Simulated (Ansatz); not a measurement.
## Run report: AlN₂H₆BrO, nudged elastic band

The run: nudged elastic band of AlN₂H₆BrO. Method and program: RHF/def2-SVP (Ansatz 0.2.0).

It belongs to a series of runs on one base structure; here: band between the two ends. Figures and captions count atoms from 1; the log counts them from 0 in places.

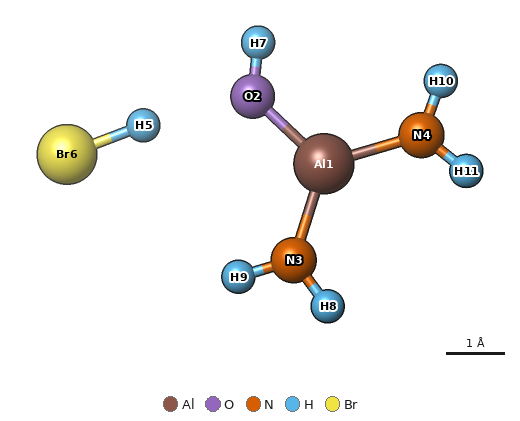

The starting structure (ball-and-stick view, seen on its broad side; atoms are numbered from 1 in the order of the input). Sticks mark near contacts. Bond lengths as drawn: Al–N 1.76 to 1.77 Å, Al–O 1.71 Å, Br–H 1.42 Å, H–N 1.00 Å and H–O 0.94 Å.

**Input**
```yaml
crystal:
  periodic: [false, false, false]
  atoms:
    - { symbol: Al, position_ang: [-0.438059, -0.241819, 0.157262] }
    - { symbol: O, position_ang: [0.383803, 1.188819, 0.61553] }
    - { symbol: "N", position_ang: [0.233065, -1.116163, -1.215093] }
    - { symbol: "N", position_ang: [-1.87141, -0.768071, 1.045462] }
    - { symbol: H, position_ang: [2.045884, 1.771117, -0.271564] }
    - { symbol: Br, position_ang: [3.245401, 2.059209, -0.982294] }
    - { symbol: H, position_ang: [0.157459, 1.786992, 1.307002] }
    - { symbol: H, position_ang: [-0.121419, -1.966195, -1.607261] }
    - { symbol: H, position_ang: [1.047758, -0.823456, -1.720106] }
    - { symbol: H, position_ang: [-2.27694, -0.300081, 1.832418] }
    - { symbol: H, position_ang: [-2.405445, -1.590253, 0.838545] }
basis:
  gaussian: { orbitals: def2-SVP }
hamiltonian:
  xc: hf
neb:
  order_check: false
  images: 7
  f_tol: 0.05
  max_iterations: 60
  final_atoms:
    - { symbol: Al, position_ang: [0.33560064, -0.25913241, 0.05016353] }
    - { symbol: O, position_ang: [0.02600794, 1.71596321, -0.19186451] }
    - { symbol: "N", position_ang: [0.2871603, -1.05698217, -1.53756703] }
    - { symbol: "N", position_ang: [-1.02945616, -0.44934983, 1.21349798] }
    - { symbol: H, position_ang: [0.74802629, 2.31503161, -0.04233754] }
    - { symbol: Br, position_ang: [2.46295625, -0.00881017, 0.97351371] }
    - { symbol: H, position_ang: [-0.69141398, 1.93540254, 0.39484592] }
    - { symbol: H, position_ang: [-0.51475225, -1.5107373, -1.93086104] }
    - { symbol: H, position_ang: [1.07612209, -1.18233095, -2.14159171] }
    - { symbol: H, position_ang: [-0.87741192, -0.47123262, 2.20521259] }
    - { symbol: H, position_ang: [-1.8227422, -1.02772293, 1.0068891] }
  initial_path:
    images:
      - { positions_ang: [[-0.438059, -0.241819, 0.157262], [0.383803, 1.188819, 0.61553], [0.233065, -1.116163, -1.215093], [-1.87141, -0.768071, 1.045462], [2.045884, 1.771117, -0.271564], [3.245401, 2.059209, -0.982294], [0.157459, 1.786992, 1.307002], [-0.121419, -1.966195, -1.607261], [1.047758, -0.823456, -1.720106], [-2.27694, -0.300081, 1.832418], [-2.405445, -1.590253, 0.838545]] }
      - { positions_ang: [[-0.35635945, -0.26556721, 0.10239836], [0.30465611, 1.34865286, 0.3973769], [0.22501038, -1.08643628, -1.32920074], [-1.69703362, -0.7485703, 1.11120552], [1.83392647, 1.71575689, -0.1424239], [3.04474385, 1.59180478, -0.48772743], [0.03432654, 1.96596122, 1.05126852], [-0.10983918, -1.94482381, -1.723188], [0.97634258, -0.73973328, -1.8757315], [-2.04941847, -0.2480172, 1.89897155], [-2.20625822, -1.58892868, 0.99695172]] }
      - { positions_ang: [[-0.2746599, -0.28931541, 0.04753473], [0.22550922, 1.50848673, 0.17922381], [0.21695577, -1.05670956, -1.44330849], [-1.52265725, -0.72906961, 1.17694905], [1.62196895, 1.66039678, -0.0132838], [2.8440867, 1.12440057, 0.00683914], [-0.08880593, 2.14493044, 0.79553503], [-0.09825935, -1.92345263, -1.83911501], [0.90492716, -0.65601056, -2.03135701], [-1.82189693, -0.1959534, 1.9655251], [-2.00707143, -1.58760435, 1.15535844]] }
      - { positions_ang: [[-0.19296035, -0.31306362, -0.00732891], [0.14636233, 1.66832059, -0.03892929], [0.20890115, -1.02698285, -1.55741623], [-1.34828087, -0.70956891, 1.24269257], [1.41001142, 1.60503667, 0.11585631], [2.64342955, 0.65699635, 0.50140571], [-0.21193839, 2.32389966, 0.53980155], [-0.08667953, -1.90208144, -1.95504201], [0.83351174, -0.57228783, -2.18698251], [-1.5943754, -0.1438896, 2.03207866], [-1.80788465, -1.58628003, 1.31376516]] }
      - { positions_ang: [[-0.11126081, -0.33681182, -0.06219255], [0.06721544, 1.82815446, -0.25708238], [0.20084653, -0.99725613, -1.67152398], [-1.17390449, -0.69006821, 1.3084361], [1.1980539, 1.54967657, 0.24499641], [2.4427724, 0.18959213, 0.99597228], [-0.33507086, 2.50286889, 0.28406807], [-0.07509971, -1.88071026, -2.07096901], [0.76209632, -0.48856511, -2.34260802], [-1.36685386, -0.0918258, 2.09863221], [-1.60869786, -1.5849557, 1.47217188]] }
      - { positions_ang: [[0.00045456, -0.31739197, -0.03410353], [0.05691357, 1.80010664, -0.24077791], [0.22242497, -1.01218764, -1.63803474], [-1.13779241, -0.62988862, 1.28470157], [1.085547, 1.74101533, 0.17316292], [2.44781836, 0.13999156, 0.99035764], [-0.42415664, 2.3610023, 0.31176253], [-0.18501284, -1.78821702, -2.03594202], [0.84060276, -0.66200657, -2.29235394], [-1.24449338, -0.1866775, 2.1252773], [-1.66220895, -1.44564751, 1.35585118]] }
      - { positions_ang: [[0.11216992, -0.29797212, -0.00601451], [0.04661169, 1.77205883, -0.22447345], [0.24400342, -1.02711915, -1.6045455], [-1.10168032, -0.56970902, 1.26096704], [0.97304009, 1.93235409, 0.10132943], [2.45286433, 0.09039098, 0.984743], [-0.51324242, 2.21913571, 0.339457], [-0.29492598, -1.69572378, -2.00091503], [0.9191092, -0.83544803, -2.24209986], [-1.12213289, -0.28152921, 2.1519224], [-1.71572003, -1.30633931, 1.23953049]] }
      - { positions_ang: [[0.22388528, -0.27855226, 0.02207451], [0.03630981, 1.74401102, -0.20816898], [0.26558186, -1.04205066, -1.57105627], [-1.06556824, -0.50952943, 1.23723251], [0.86053319, 2.12369285, 0.02949594], [2.45791029, 0.04079041, 0.97912835], [-0.6023282, 2.07726913, 0.36715146], [-0.40483911, -1.60323054, -1.96588804], [0.99761564, -1.00888949, -2.19184579], [-0.99977241, -0.37638091, 2.1785675], [-1.76923112, -1.16703112, 1.12320979]] }
      - { positions_ang: [[0.33560064, -0.25913241, 0.05016353], [0.02600794, 1.71596321, -0.19186451], [0.2871603, -1.05698217, -1.53756703], [-1.02945616, -0.44934983, 1.21349798], [0.74802629, 2.31503161, -0.04233754], [2.46295625, -0.00881017, 0.97351371], [-0.69141398, 1.93540254, 0.39484592], [-0.51475225, -1.5107373, -1.93086104], [1.07612209, -1.18233095, -2.14159171], [-0.87741192, -0.47123262, 2.20521259], [-1.8227422, -1.02772293, 1.0068891]] }
```

Hardware: 2 threads of Arm Neoverse V1, 24 GiB of memory available, shared host.

Launch command:
```bash
ansatz run input.yaml --threads 2 --pin off --max-ram 3072MiB --backend cpu --events-out ev --progress --plain --runs-dir out
```

**Output**
```
Engine: ansatz 0.2.0, aarch64-unknown-linux-gnu
Functional definition: HF
  exchange = exact_x
  correlation = 0
1279 factors; integrals over basis functions are off by at most 2.9e-4 eV
mean field evaluation 1: about -81661.3156 eV, gradient 5.2e1 eV
mean field evaluation 2: about -81661.3721 eV, gradient 5.2e1 eV
mean field evaluation 4: about -81666.7399 eV, gradient 3.0e0 eV
mean field evaluation 8: about -81666.7837 eV, gradient 2.8e-1 eV
mean field -81666.78401511 eV, -3001.1989568209 hartree, gradient 3.8e-5 eV, S^2 0.000000; 0 other end points of the search recorded, 0 dependent functions left out
the calculation of the forces begins
reference -81666.78401511 eV, -3001.1989568209 hartree; 38, 38 occupied and 84, 84 virtual orbitals, 1279 factors
1279 factors; integrals over basis functions are off by at most 1.0e-3 eV
mean field evaluation 16: about -81666.5192 eV, gradient 2.5e1 eV
mean field -81667.79510233 eV, -3001.2361135909 hartree, gradient 2.6e-5 eV, S^2 0.000000; 0 other end points of the search recorded, 0 dependent functions left out
[... from here on the field's lines of each further geometry are left out, up to the last ...]
NEB iter   1: max|band force component| = 6.855e0 eV/Å  barrier→ = 1.1886 eV  barrier← = 2.1997 eV  Δτ_max = 0.2000 Å  (311 SCF iters)
NEB iter   2: max|band force component| = 2.505e0 eV/Å  barrier→ = 0.5509 eV  barrier← = 1.5620 eV  Δτ_max = 0.1985 Å  (216 SCF iters)
NEB iter   3: max|band force component| = 2.646e0 eV/Å  barrier→ = 0.4830 eV  barrier← = 1.4941 eV  Δτ_max = 0.0996 Å  (221 SCF iters)
NEB iter   4: max|band force component| = 1.277e0 eV/Å  barrier→ = 0.4327 eV  barrier← = 1.4438 eV  Δτ_max = 0.1981 Å  (228 SCF iters)
NEB iter   5: max|band force component| = 1.085e0 eV/Å  barrier→ = 0.4324 eV  barrier← = 1.4435 eV  Δτ_max = 0.1991 Å  (228 SCF iters)
NEB iter   6: max|band force component| = 7.497e-1 eV/Å  barrier→ = 0.4299 eV  barrier← = 1.4410 eV  Δτ_max = 0.2000 Å  (226 SCF iters)
NEB iter   7: max|band force component| = 5.338e-1 eV/Å  barrier→ = 0.4309 eV  barrier← = 1.4420 eV  Δτ_max = 0.1937 Å  (224 SCF iters)
NEB iter   8: max|band force component| = 3.974e-1 eV/Å  barrier→ = 0.4287 eV  barrier← = 1.4398 eV  CI = image 3  Δτ_max = 0.1996 Å  (222 SCF iters)
NEB iter   9: max|band force component| = 8.161e-1 eV/Å  barrier→ = 0.4407 eV  barrier← = 1.4518 eV  CI = image 4  Δτ_max = 0.0990 Å  (224 SCF iters)
NEB iter  10: max|band force component| = 7.029e-1 eV/Å  barrier→ = 0.4280 eV  barrier← = 1.4391 eV  CI = image 3  Δτ_max = 0.1934 Å  (224 SCF iters)
NEB iter  11: max|band force component| = 4.767e-1 eV/Å  barrier→ = 0.4277 eV  barrier← = 1.4388 eV  CI = image 3  Δτ_max = 0.0744 Å  (224 SCF iters)
NEB iter  12: max|band force component| = 3.581e-1 eV/Å  barrier→ = 0.4256 eV  barrier← = 1.4367 eV  CI = image 3  Δτ_max = 0.1427 Å  (221 SCF iters)
NEB iter  13: max|band force component| = 2.821e-1 eV/Å  barrier→ = 0.4251 eV  barrier← = 1.4362 eV  CI = image 3  Δτ_max = 0.0985 Å  (204 SCF iters)
NEB iter  14: max|band force component| = 2.370e-1 eV/Å  barrier→ = 0.4246 eV  barrier← = 1.4356 eV  CI = image 3  Δτ_max = 0.1411 Å  (221 SCF iters)
NEB iter  15: max|band force component| = 3.780e-1 eV/Å  barrier→ = 0.4241 eV  barrier← = 1.4352 eV  CI = image 3  Δτ_max = 0.0719 Å  (196 SCF iters)
NEB iter  16: max|band force component| = 7.116e-2 eV/Å  barrier→ = 0.4239 eV  barrier← = 1.4350 eV  CI = image 3  Δτ_max = 0.0282 Å  (198 SCF iters)
the calculation of the forces begins
reference -81667.77929018 eV, -3001.2355325053 hartree; 38, 38 occupied and 84, 84 virtual orbitals, 1280 factors
1281 factors; integrals over basis functions are off by at most 1.2e-3 eV
mean field -81666.36032686 eV, -3001.1833865648 hartree, gradient 1.5e-5 eV, S^2 0.000000; 1 other end points of the search recorded, 0 dependent functions left out
the calculation of the forces begins
reference -81666.36032686 eV, -3001.1833865648 hartree; 38, 38 occupied and 84, 84 virtual orbitals, 1281 factors
NEB iter  17: max|band force component| = 4.169e-2 eV/Å  barrier→ = 0.4237 eV  barrier← = 1.4348 eV  CI = image 3  Δτ_max = 0.0000 Å  (454 SCF iters)
```

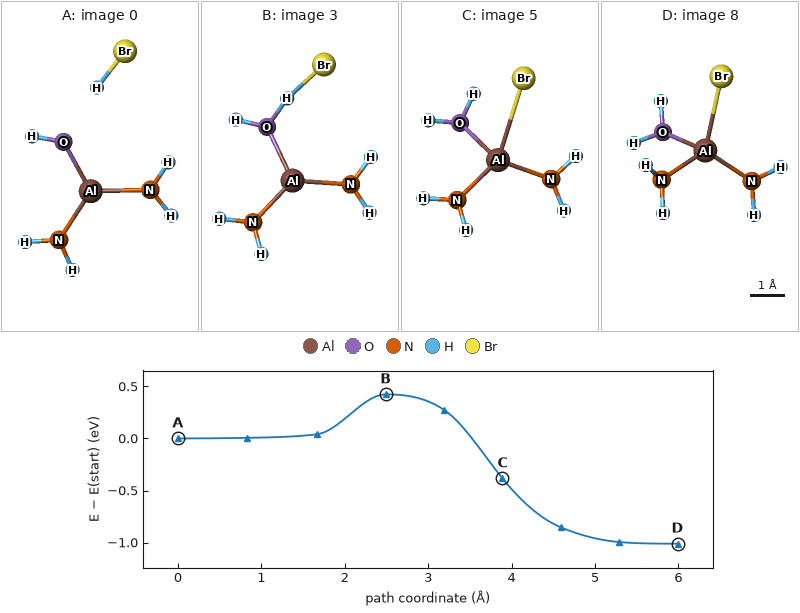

Images of the last band (counted from 0; ball-and-stick, seen at a tilt) above the energy along the path; the line is a cubic interpolation that uses the forces. The highest image is number 3, 0.424 eV above the start and 1.435 eV above the end (the climbing image); the end lies 1.011 eV below the start. The path is 5.99 Å long. The band converged in 17 iterations.

```
Total energy: -81666.36032686 eV, -3001.1833865648 hartree
Atom 0 at    -0.361632    -0.196195    -0.039739 Å, force     0.006003     0.005731     0.005166 eV/Å
Atom 1 at     0.238436     1.473448     0.202190 Å, force    -0.013789    -0.004524    -0.000263 eV/Å
Atom 2 at     0.205942    -1.009630    -1.473523 Å, force    -0.003530     0.005120    -0.001127 eV/Å
Atom 3 at    -1.545471    -0.692204     1.156565 Å, force    -0.002712    -0.003322    -0.000555 eV/Å
Atom 4 at     1.357431     1.519342     0.062494 Å, force     0.009966     0.000487     0.004648 eV/Å
Atom 5 at     3.079346     1.161189    -0.092550 Å, force    -0.000284    -0.001887     0.000797 eV/Å
Atom 6 at    -0.041274     2.102197     0.854310 Å, force     0.000283     0.004154    -0.004083 eV/Å
Atom 7 at    -0.154212    -1.856580    -1.866861 Å, force     0.002973    -0.002948     0.000364 eV/Å
Atom 8 at     1.068962    -0.754170    -1.918577 Å, force    -0.001782    -0.002926    -0.004596 eV/Å
Atom 9 at    -1.893456    -0.140738     1.916861 Å, force     0.002947     0.001030     0.000233 eV/Å
Atom 10 at    -1.953975    -1.606560     1.198729 Å, force    -0.000074    -0.000916    -0.000584 eV/Å
Dipole moment:    -1.652653    -0.281025     0.329993 e Å
this run last wrote the band of iteration 17 to [file]
```

**The last band as extended XYZ (Å, eV, eV/Å)**
```
11
Properties=species:S:1:pos:R:3:forces:R:3 image=0 energy=-81666.78401
Al   -0.4381   -0.2418    0.1573    0.0091   0.0039  -0.0010
O     0.3838    1.1888    0.6155   -0.0094  -0.0010   0.0016
N     0.2331   -1.1162   -1.2151   -0.0077  -0.0079  -0.0024
N    -1.8714   -0.7681    1.0455   -0.0034  -0.0075  -0.0045
H     2.0459    1.7711   -0.2716    0.0045  -0.0048   0.0023
Br    3.2454    2.0592   -0.9823   -0.0042   0.0033  -0.0014
H     0.1575    1.7870    1.3070    0.0018   0.0017   0.0026
H    -0.1214   -1.9662   -1.6073    0.0015   0.0012   0.0012
H     1.0478   -0.8235   -1.7201    0.0025   0.0003  -0.0005
H    -2.2769   -0.3001    1.8324   -0.0006   0.0029   0.0021
H    -2.4054   -1.5903    0.8385    0.0060   0.0079   0.0001
11
Properties=species:S:1:pos:R:3:forces:R:3 image=1 energy=-81666.77769
Al   -0.4802   -0.1945    0.0793    0.0025  -0.0003   0.0012
O     0.2430    1.3211    0.4135    0.0014  -0.0020   0.0046
N     0.1526   -1.0736   -1.3083   -0.0014  -0.0022   0.0021
N    -1.7761   -0.8032    1.1134   -0.0039  -0.0019  -0.0018
H     2.0908    1.6976   -0.1488    0.0024   0.0006  -0.0021
Br    3.4408    1.8180   -0.5841    0.0028   0.0082  -0.0058
H    -0.0437    1.9758    1.0270    0.0029  -0.0015   0.0024
H    -0.1377   -1.9801   -1.6180    0.0004  -0.0008   0.0020
H     0.8994   -0.7408   -1.8878    0.0004  -0.0008   0.0010
H    -2.1393   -0.3431    1.9254   -0.0021  -0.0005  -0.0004
H    -2.2495   -1.6770    0.9882   -0.0055   0.0013  -0.0032
11
Properties=species:S:1:pos:R:3:forces:R:3 image=2 energy=-81666.74438
Al   -0.4869   -0.1365   -0.0135   -0.0176  -0.0034   0.0029
O     0.1091    1.4536    0.2233   -0.0227  -0.0007   0.0100
N     0.1495   -1.0136   -1.4005   -0.0075   0.0066   0.0097
N    -1.6497   -0.7797    1.1475   -0.0209  -0.0068  -0.0004
H     1.9552    1.5811   -0.0296    0.0879   0.0063  -0.0140
Br    3.3610    1.3804   -0.1843    0.0588   0.0317  -0.0117
H    -0.1820    2.0952    0.8486   -0.0209   0.0047  -0.0048
H    -0.1358   -1.9185   -1.7189    0.0020  -0.0125   0.0255
H     0.9171   -0.6865   -1.9562   -0.0276   0.0080  -0.0062
H    -2.0152   -0.2665    1.9264   -0.0204  -0.0212   0.0006
H    -2.0220   -1.7090    1.1570   -0.0112  -0.0128  -0.0115
11
Properties=species:S:1:pos:R:3:forces:R:3 image=3 energy=-81666.36033
Al   -0.3616   -0.1962   -0.0397    0.0060   0.0057   0.0052
O     0.2384    1.4734    0.2022   -0.0138  -0.0045  -0.0003
N     0.2059   -1.0096   -1.4735   -0.0035   0.0051  -0.0011
N    -1.5455   -0.6922    1.1566   -0.0027  -0.0033  -0.0006
H     1.3574    1.5193    0.0625    0.0100   0.0005   0.0046
Br    3.0793    1.1612   -0.0925   -0.0003  -0.0019   0.0008
H    -0.0413    2.1022    0.8543    0.0003   0.0042  -0.0041
H    -0.1542   -1.8566   -1.8669    0.0030  -0.0029   0.0004
H     1.0690   -0.7542   -1.9186   -0.0018  -0.0029  -0.0046
H    -1.8935   -0.1407    1.9169    0.0029   0.0010   0.0002
H    -1.9540   -1.6066    1.1987   -0.0001  -0.0009  -0.0006
11
Properties=species:S:1:pos:R:3:forces:R:3 image=4 energy=-81666.50981
Al   -0.1458   -0.2033   -0.0121    0.1916   0.0137   0.0286
O     0.1435    1.6218    0.1405   -0.0999   0.1032  -0.0364
N     0.2279   -1.0194   -1.5093   -0.0081  -0.0162  -0.0280
N    -1.3849   -0.6561    1.1642    0.1179   0.0253   0.0112
H     1.1485    1.6951    0.0635   -0.1206   0.1268  -0.0076
Br    2.8923    0.7468    0.0557   -0.1594  -0.3102   0.1341
H    -0.1604    2.1650    0.8566   -0.1076   0.0397   0.0177
H    -0.2319   -1.8258   -1.8836   -0.0470   0.0458  -0.0448
H     1.1086   -0.8636   -1.9623    0.0169  -0.0725  -0.0296
H    -1.7883   -0.0949    1.8901    0.0946   0.0235  -0.0284
H    -1.8094   -1.5655    1.1966    0.1216   0.0209  -0.0169
11
Properties=species:S:1:pos:R:3:forces:R:3 image=5 energy=-81667.16830
Al    0.1116   -0.2173    0.0325    0.3939  -0.0486   0.0474
O     0.0698    1.7241    0.0806   -0.1375   0.1529  -0.1058
N     0.2348   -1.0460   -1.5204    0.0065   0.0071   0.0051
N    -1.2198   -0.6192    1.1677    0.2499   0.0454   0.0005
H     1.0187    1.9010    0.0289   -0.1801   0.3160  -0.0074
Br    2.6333    0.3925    0.2454   -0.4167  -0.5288   0.3118
H    -0.2789    2.1951    0.8264   -0.1778   0.0271  -0.0006
H    -0.3373   -1.7775   -1.8918   -0.1264   0.1144  -0.0528
H     1.1028   -0.9874   -2.0166   -0.0115  -0.1636  -0.0971
H    -1.6628   -0.0480    1.8635    0.1870   0.0289  -0.0487
H    -1.6719   -1.5171    1.1838    0.2125   0.0491  -0.0524
11
Properties=species:S:1:pos:R:3:forces:R:3 image=6 energy=-81667.63765
Al    0.2402   -0.2436    0.0357    0.0702  -0.0193  -0.0033
O     0.0461    1.7486   -0.0030   -0.0129   0.0132  -0.0561
N     0.2488   -1.0454   -1.5457   -0.0002   0.0118   0.0036
N    -1.1076   -0.5919    1.1611    0.0561   0.0191   0.0074
H     0.9275    2.1124    0.0188   -0.0527   0.1139  -0.0012
Br    2.5324    0.1242    0.5852   -0.0560  -0.1351   0.1736
H    -0.4665    2.1683    0.6770   -0.0966  -0.0186  -0.0672
H    -0.4838   -1.5946   -1.9492   -0.0655   0.0953  -0.0429
H     1.0917   -1.1476   -2.0765   -0.0119  -0.0803  -0.0403
H    -1.4680   -0.0433    1.9174    0.1041  -0.0078   0.0314
H    -1.5607   -1.4870    1.1790    0.0655   0.0077  -0.0051
11
Properties=species:S:1:pos:R:3:forces:R:3 image=7 energy=-81667.77929
Al    0.3073   -0.2630    0.0463    0.0091  -0.0025  -0.0014
O     0.0581    1.7222   -0.0928    0.0013  -0.0031  -0.0101
N     0.2635   -1.0416   -1.5497    0.0013  -0.0007  -0.0061
N    -1.0685   -0.5311    1.1683    0.0056   0.0084   0.0025
H     0.8319    2.2518    0.0639   -0.0118   0.0176   0.0051
Br    2.5031   -0.0157    0.8349   -0.0026  -0.0188   0.0334
H    -0.6727    2.0657    0.4074   -0.0267  -0.0148  -0.0340
H    -0.5546   -1.3824   -2.0156   -0.0108   0.0300  -0.0066
H     1.0793   -1.2661   -2.0852   -0.0009  -0.0144   0.0008
H    -1.1483   -0.1581    2.0953    0.0407  -0.0167   0.0229
H    -1.5992   -1.3817    1.1270   -0.0051   0.0151  -0.0065
11
Properties=species:S:1:pos:R:3:forces:R:3 image=8 energy=-81667.79510
Al    0.3356   -0.2591    0.0502   -0.0038   0.0014  -0.0025
O     0.0260    1.7160   -0.1919   -0.0157   0.0123   0.0063
N     0.2872   -1.0570   -1.5376   -0.0113  -0.0082  -0.0071
N    -1.0295   -0.4494    1.2135    0.0020   0.0051   0.0004
H     0.7480    2.3150   -0.0423   -0.0044  -0.0128  -0.0028
Br    2.4630   -0.0088    0.9735    0.0121   0.0021   0.0072
H    -0.6914    1.9354    0.3948    0.0139  -0.0006  -0.0080
H    -0.5148   -1.5107   -1.9309    0.0154   0.0128  -0.0017
H     1.0761   -1.1823   -2.1416   -0.0087  -0.0032   0.0120
H    -0.8774   -0.4712    2.2052    0.0064  -0.0034  -0.0018
H    -1.8227   -1.0277    1.0069   -0.0060  -0.0055  -0.0019
```

**Results in brief**

- outcome: converged
- barrier, forward: 0.424 eV
- barrier, backward: 1.435 eV
- wall time: 4.1 min (CPU time 7.9 min)
- peak memory: 0.32 GiB

**Notes**

The order of the saddle point was not checked.
